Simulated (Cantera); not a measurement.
Charge: 1 mol Ta2O5, 1.5 mol CO, at 7.50 Torr.

Method: chemical equilibrium by Gibbs-energy minimisation in Cantera with the NASA 1993 tables (ideal gas, pure condensed phases). Candidate condensed phases: C, Ta, TaC, Ta2O5; 15 gas species. Mutual solubility and eutectic melting of coexisting phases are not modelled. TaC: taken at fixed stoichiometry. Condensed phases not in the tables: Ta2C. Equilibrium is a limit: real reactors are often held back by kinetics, nucleation or transport.

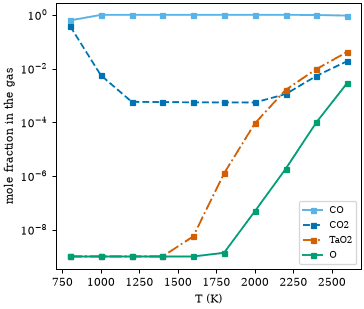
Equilibrium gas composition (values under 1e-9 drawn at 1e-9)

Q: Read off the mole fractions at 2600 K.

A: CO about 0.94, TaO2 about 0.042, CO2 about 0.019, O about 0.0029.
